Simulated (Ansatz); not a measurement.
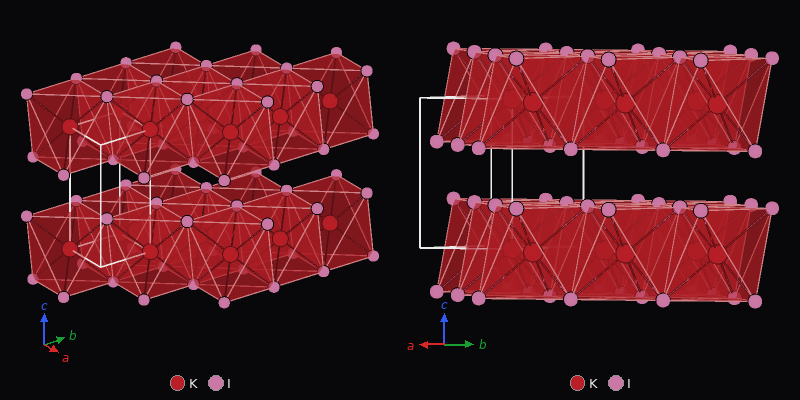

Polyhedra are drawn about K (bonds: I–K below 3.9 Å); other atoms are plain spheres. Two views of the same piece.

KI2 (space group P-3m1, No. 164). Coordinates: the end point of a relaxation with Ansatz, DFT, PAW plane waves, r2scan, spin-orbit; the starting structure was generated, so it need not be a known form of this composition.

Sharing among the drawn polyhedra:

```csv
site,polyhedron,corner-sharing neighbours,edge-sharing,face-sharing,bond (Å)
K,KI6 octahedron,0,6,0,3.45
```

They form layers of edge-sharing octahedra parallel to (001).
